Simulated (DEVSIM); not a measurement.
Structure: Si n-i-p diode, at 350 K.

```csv
layer (left to right),material,thickness (μm),Nd (cm⁻³),Na (cm⁻³),τn (s),τp (s)
1,Si,0.230,3e18,-,4.4e-6,4.4e-6
2,Si,9.80,-,5.2e12,4.4e-6,4.4e-6
3,Si,1.40,-,3.4e17,4.4e-6,4.4e-6
```

Left contact: ohmic. Right contact: ohmic. Voltage is applied to the left contact. Recombination: SRH at mid-gap, radiative. Gap narrowing is on: ΔEg = 6.92 meV × (l + √(l² + 0.5)), l = ln(N/1.3e17 cm⁻³), shared equally by both band edges. Mobility is μmin + (μ − μmin)/(1 + (N/Nref)^α).

The device is made up for the run: typed textbook-type constants, with dimensions and the other settings drawn at random. Values at 300 K; Nc and Nv go as T^1.5, mobilities as T to minus their exponent, the gap by Varshni's rule with the affinity fixed.

| parameter | Si |
|---|---|
| gap (eV) | 1.124 |
| affinity (eV) | 4.05 |
| permittivity | 11.7 |
| Nc (cm⁻³) | 2.86e19 |
| Nv (cm⁻³) | 3.1e19 |
| μn (cm²/Vs) | 1417 |
| μp (cm²/Vs) | 470 |
| μn,min | 52 |
| μp,min | 45 |
| Nref,n | 9.7e16 |
| Nref,p | 2.2e17 |
| αn | 0.68 |
| αp | 0.72 |
| T exponent of μn | 2.3 |
| T exponent of μp | 2.2 |
| B (cm³/s) | 4.7e-15 |
| Varshni α (eV/K) | 0.000473 |
| Varshni β (K) | 636 |

Model (solved in DEVSIM): 1D drift-diffusion, Boltzmann statistics, complete ionisation; no tunnelling, impact ionisation, image-force lowering or self-heating.

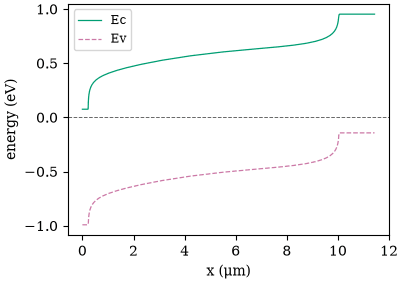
Fig. 1. Band edges at zero bias

Energies count from the Fermi level of the right contact; mesh points crowd at the junctions.

```csv
x (μm),Ec (eV),Ev (eV),n (cm⁻³),p (cm⁻³),field (V/cm)
0.000,0.075,-0.992,3.0e18,200000,≈ 0
0.03348,0.075,-0.992,3.0e18,200000,≈ 0
0.1035,0.075,-0.992,3.0e18,200000,≈ 0
0.1840,0.075,-0.992,3.0e18,200000,≈ 0
0.2320,0.136,-0.975,4.0e17,360000,61000
0.2725,0.234,-0.877,1.5e16,9300000,12000
0.3754,0.302,-0.809,1.6e15,8.8e7,4000
0.8029,0.385,-0.725,1.0e14,1.4e9,1200
1.726,0.458,-0.652,9.1e12,1.6e10,600
4.234,0.568,-0.542,2.4e11,6.1e11,330
7.684,0.652,-0.459,1.5e10,9.6e12,230
9.381,0.720,-0.390,1.5e9,9.4e13,860
9.790,0.776,-0.335,2.4e8,5.9e14,2300
9.950,0.834,-0.277,3.6e7,4.0e15,6100
10.03,0.919,-0.192,2100000,6.8e16,25000
10.06,0.952,-0.144,710000,3.3e17,1300
10.13,0.953,-0.143,690000,3.4e17,≈ 0
10.31,0.953,-0.143,690000,3.4e17,≈ 0
10.95,0.953,-0.143,690000,3.4e17,≈ 0
11.25,0.953,-0.143,690000,3.4e17,≈ 0
11.37,0.953,-0.143,690000,3.4e17,≈ 0
11.43,0.953,-0.143,690000,3.4e17,≈ 0
```
